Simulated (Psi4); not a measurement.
# InSiH5 (InH2(SiH3)) at MP2/def2-TZVPPD (density fitting, core potential, density fitting for correlation)

What is the energy change on altering one bond length of InSiH5 (InH2(SiH3)) at MP2/def2-TZVPPD (density fitting, core potential, density fitting for correlation)? 

Program for the calculation: Psi4 1.11.

2 further runs of the same task are left out: 2 set aside as unsound or not needed.

### Step 1. The system as given

InSiH5: 7 atoms, total charge 0, spin state singlet. As SMILES, `[H][In]([H])[SiH3]`. Geometry: a GFN2-xTB relaxation, a rough one for these elements and not checked as a minimum.

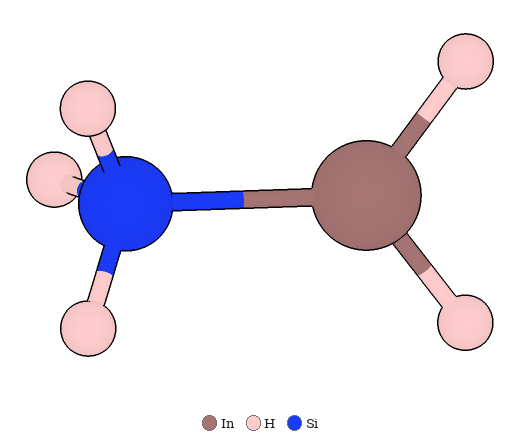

Viewed from a chosen angle; indium brown, hydrogen pink, silicon blue.

### Step 2. The energy at MP2/def2-TZVPPD (density fitting, core potential, density fitting for correlation)

h5insi.inp

```
memory 1.6 GB

molecule {
  0 1
  In     0.696160     1.216390     0.008410
  H      2.458730     1.435020     0.053130
  H     -0.001410     2.849990    -0.023500
  Si    -0.591310    -1.031350    -0.010010
  H     -1.907190    -0.883830     0.638570
  H      0.162820    -2.068960     0.716940
  H     -0.817790    -1.517270    -1.383550
  units angstrom
}

set basis def2-TZVPPD
set reference rhf
set num_frozen_docc 9
set mp2_type df

result = energy("mp2")
```

Launch:

```bash
psi4 -n 1 h5insi.inp h5insi.out
```

h5insi.out (excerpt; [...] marks lines left out):

```text
[...]
    !!!  WARNING: ECP capability is in beta. Please check occupations closely.  !!!
[...]
  Running in c1 symmetry.
[...]
  Nuclear repulsion =  102.739956224107175
[...]
  Multiplicity = 1
[...]
  Nalpha       = 20
  Nbeta        = 20
[...]
    Number of basis functions: 189
[...]
   @DF-RHF iter   1:  -480.94155069161758   -1.19896e+00   2.14204e-03 DIIS/ADIIS
[...]
   @DF-RHF iter  10:  -481.03074742791898   -9.12905e-11   9.36128e-09 DIIS
[...]
    Orbital Energies [Eh]
    ---------------------
    Doubly Occupied:
       1A    -68.771825     2A     -6.123216     3A     -5.384292
       4A     -4.229307     5A     -4.229227     6A     -4.229169
       7A     -3.645864     8A     -3.635784     9A     -3.635336
      10A     -1.032581    11A     -1.025910    12A     -1.025690
      13A     -1.021792    14A     -1.017332    15A     -0.720131
      16A     -0.536096    17A     -0.489019    18A     -0.488614
      19A     -0.385458    20A     -0.364022
[...]
  @DF-RHF Final Energy:  -481.03074742791898
   => Energetics <=
    Nuclear Repulsion Energy =            102.7399562241071749
    One-Electron Energy =                -943.5600694621923594
    Two-Electron Energy =                 359.7893658101662595
    Total Energy =                       -481.0307474279189819
[...]
 Multipole Moments:
 ------------------------------------------------------------------------------------
     Multipole            Electronic (a.u.)      Nuclear  (a.u.)        Total (a.u.)
 ------------------------------------------------------------------------------------
 L = 1.  Multiply by 2.5417464519 to convert [e a0] to [Debye]
 Dipole X            :         20.4080588          -20.5843317           -0.1762729
 Dipole Y            :         35.6427959          -35.9469204           -0.3041245
 Dipole Z            :          0.2760897           -0.2796005           -0.0035108
 Magnitude           :                                                    0.3515340
[...]
```

Wall time 3.3 s (1 thread of INTEL XEON PLATINUM 8581C at 2.30GHz (Emerald Rapids), shared host); peak memory 0.36 GiB.

### Step 3. The distorted shape, same level

input.inp

```
memory 1.6 GB

molecule system {
  0 1
  In     1.035873     1.945256     2.068680
  H      2.798443     2.163886     2.113400
  H      0.338303     3.578856     2.036770
  Si    -0.251597    -0.302484     2.050260
  H     -1.567477    -0.154964     2.698840
  H      0.502533    -1.340094     2.777210
  H     -0.817790    -1.517270    -1.383550
}

set reference rhf
set num_frozen_docc 9
set mp2_type df

energy_value = energy('mp2/def2-TZVPPD')
```

Launch:

```bash
psi4 input.inp input.out -n 1
```

input.out (excerpt; [...] marks lines left out):

```text
[...]
    !!!  WARNING: ECP capability is in beta. Please check occupations closely.  !!!
[...]
  Running in c1 symmetry.
[...]
  Nuclear repulsion =   98.341686043477452
[...]
  Multiplicity = 1
[...]
  Nalpha       = 20
  Nbeta        = 20
[...]
    Number of basis functions: 189
[...]
   @DF-RHF iter   1:  -480.49286518422622   -1.05531e+00   2.62583e-03 ADIIS/DIIS
[...]
   @DF-RHF iter  13:  -480.81818405989264   -4.43379e-11   4.48407e-09 DIIS
[...]
    Orbital Energies [Eh]
    ---------------------
    Doubly Occupied:
       1A    -68.857607     2A     -6.203535     3A     -5.416314
       4A     -4.309011     5A     -4.307995     6A     -4.307923
       7A     -3.677664     8A     -3.668246     9A     -3.667571
      10A     -1.064299    11A     -1.058228    12A     -1.057187
      13A     -1.054043    14A     -1.050106    15A     -0.735372
      16A     -0.562300    17A     -0.533166    18A     -0.414118
      19A     -0.409183    20A     -0.272312
[...]
  @DF-RHF Final Energy:  -480.81818405989264
   => Energetics <=
    Nuclear Repulsion Energy =             98.3416860434774520
    One-Electron Energy =                -933.0673791586608559
    Two-Electron Energy =                 353.9075090552907454
    Total Energy =                       -480.8181840598926442
[...]
 Multipole Moments:
 ------------------------------------------------------------------------------------
     Multipole            Electronic (a.u.)      Nuclear  (a.u.)        Total (a.u.)
 ------------------------------------------------------------------------------------
 L = 1.  Multiply by 2.5417464519 to convert [e a0] to [Debye]
 Dipole X            :         21.3532673          -21.0513399            0.3019274
 Dipole Y            :         37.6020834          -36.9489028            0.6531805
 Dipole Z            :          4.9652270           -3.1118829            1.8533441
 Magnitude           :                                                    1.9881371
[...]
```

Wall time 3.3 s (1 thread of INTEL XEON PLATINUM 8581C at 2.30GHz (Emerald Rapids), shared host); peak memory 0.36 GiB.

### Step 4. Summary of results

At MP2/def2-TZVPPD (density fitting, core potential, density fitting for correlation), 9 core orbitals frozen:

```
                                                          quantity          value
                                         first shape: total energy  -481.45908 Eh
                  first shape: HOMO energy (Hartree–Fock orbitals)       -9.91 eV
                  first shape: LUMO energy (Hartree–Fock orbitals)        0.31 eV
                first shape: HOMO–LUMO gap (Hartree–Fock orbitals)       10.22 eV
          first shape: correlation energy (9 core orbitals frozen)     -428.3 mEh
                                     distorted shape: total energy  -481.27224 Eh
              distorted shape: HOMO energy (Hartree–Fock orbitals)       -7.41 eV
              distorted shape: LUMO energy (Hartree–Fock orbitals)       -1.99 eV
            distorted shape: HOMO–LUMO gap (Hartree–Fock orbitals)        5.42 eV
      distorted shape: correlation energy (9 core orbitals frozen)     -454.1 mEh
energy change with the Si4–H7 bond stretched from 1.474 to 3.686 Å       5.084 eV
```

What this shows: One bond (distorted shape) is far stretched, which a spin-restricted single reference describes badly; perturbation theory on it can break down and give far too much correlation. With the Si4–H7 bond stretched from 1.474 to 3.686 Å the energy rises by 5.08 eV (117 kcal/mol). The first shape isn't relaxed at this level, so the change isn't measured from a minimum. A restricted reference can't describe the breaking bond well at this length.
